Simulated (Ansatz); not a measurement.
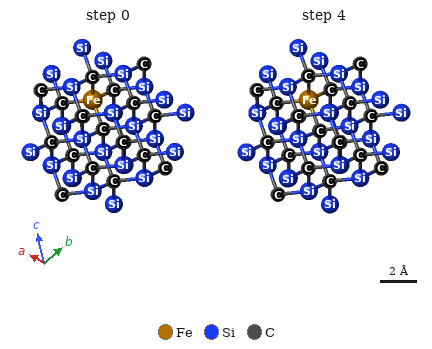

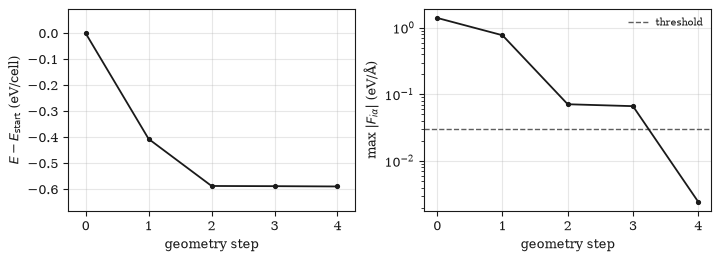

First and last geometry of a relaxation of a defect cell of composition FeSi$_{26}$C$_{27}$ (cell charge −2), with the history of the run. Style: ball-and-stick. Shown: the atoms within 5.0 Å of the atom that moves most (axes of the cell of the calculation), from a free direction.

These are results of DFT, PBE, plane-wave PAW, default files, scalar-relativistic in Ansatz 0.2.0, not measurements. Set-up: plane-wave cutoff 420 eV; k-point mesh 3 × 3 × 3; occupations fermi dirac; smearing width 0.01 eV; collinear spin; atoms relaxed in a fixed cell; force threshold 0.03 eV/Å; at most 40 steps.

**What do the curves and the structures tell?**

It converged. The energy falls by 0.589 eV per cell of the calculation in 4 geometry steps. Largest force component: 1.4 eV/Å at the start, 0.0024 eV/Å at the end. The largest moves, 0.100 Å, are those of C atoms. Largest moves by element: C 0.100 Å, Si 0.020 Å. Fe stays in place. The cell stays as it was. Near-neighbour distances that change, for instance: C–Fe 1.887 → 1.987 Å, C–Si 1.887 → 1.837 Å. Bond angles that change, for instance: Fe–C–Si 109.5° → 106.6°, Si–C–Si 109.5° → 112.2°, C–Si–C 109.5° → 107.4°.

Limits of the set-up: the cell is charged, on a uniform background, and energies carry no finite-size correction.
